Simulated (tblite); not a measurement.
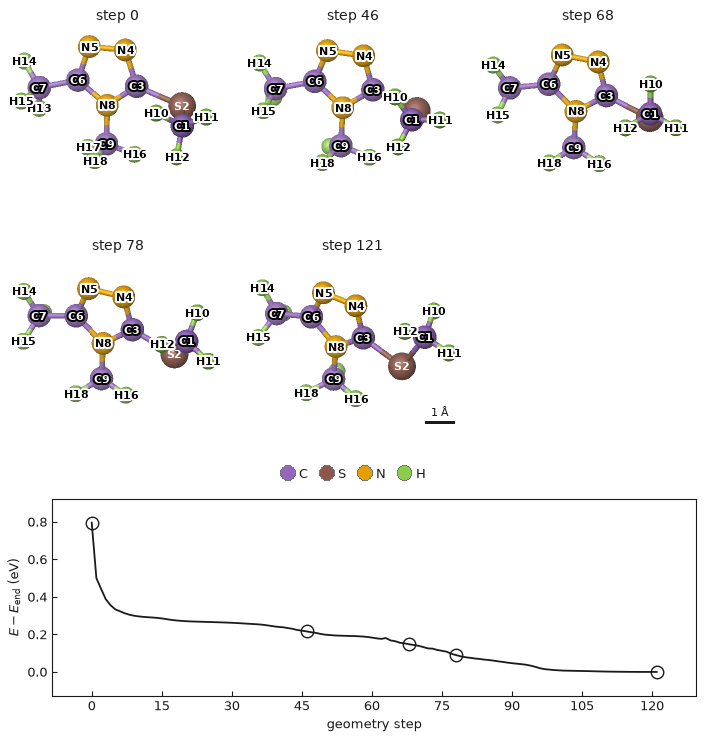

Frames of a relaxation of C₅H₉N₃S, marked on the history of the run. Style: ball-and-stick. Shown at a tilt.

Computed with GFN2-xTB geometry optimisation, gas phase (tblite 0.8.0). 

> What happens along the run?

Over 121 geometry steps the energy falls by 0.796 eV. The atom that moves furthest after the best rigid fit is H12 (2.14 Å). Largest moves by element: H 2.14 Å, S 1.28 Å, N 1.21 Å, C 0.93 Å. Among the contacts that change: C3–N4 1.373 → 1.304 Å, S2–C3 1.789 → 1.737 Å, C1–H10 1.134 → 1.085 Å, C7–H15 1.137 → 1.090 Å. Bond angles that change, for instance: C1–S2–C3 108.2° → 98.1°, S2–C1–H11 113.5° → 106.7°, S2–C1–H10 102.9° → 108.8°. Groups turn about S2–C3 by about 90°, C1–S2 by about 50°, N8–C9 by about 35°. From step 0 to 46: H12 moves most (0.62 Å), energy −0.580 eV. From step 46 to 68: H10 moves most (0.86 Å), energy −0.069 eV. From step 68 to 78: H10 moves most (0.59 Å), energy −0.057 eV. From step 78 to 121: S2 moves most (0.60 Å), energy −0.090 eV.

```
step  E − E(0), eV
   0        0.0000
   1       -0.2958
   2       -0.3527
   3       -0.4077
   4       -0.4390
   5       -0.4615
   6       -0.4718
   7       -0.4824
   8       -0.4904
   9       -0.4959
  10       -0.4996
  16       -0.5143
  22       -0.5272
  28       -0.5319
  33       -0.5381
  39       -0.5528
  45       -0.5757
  51       -0.5992
  57       -0.6055
  63       -0.6152
  68       -0.6485
  74       -0.6785
  80       -0.7173
  86       -0.7353
  92       -0.7542
  98       -0.7832
 103       -0.7897
 109       -0.7932
 115       -0.7953
 121       -0.7958
```
